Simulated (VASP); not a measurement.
Band structure of GaAs (relaxed from the alpha-GeTe structure, space group R-3m). These are r2SCAN meta-GGA, VASP's PBE PAW potentials (set 64) (plane waves; VASP 6.6.1) values and carry that method's errors.

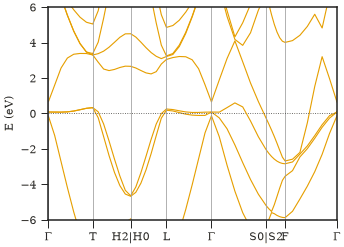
Figure. Bands along high-symmetry lines, zero at the valence-band maximum or, without a gap, the Fermi level

Problem. Read the plot: is there a gap, and where are the band edges?

Solution. It has no gap at this level: it comes out as a metal or semimetal.

The structure was generated: GaAs was put into the alpha-GeTe type (R3m), which need not be its known phase. It was relaxed first. The relaxed cell has space group R-3m.
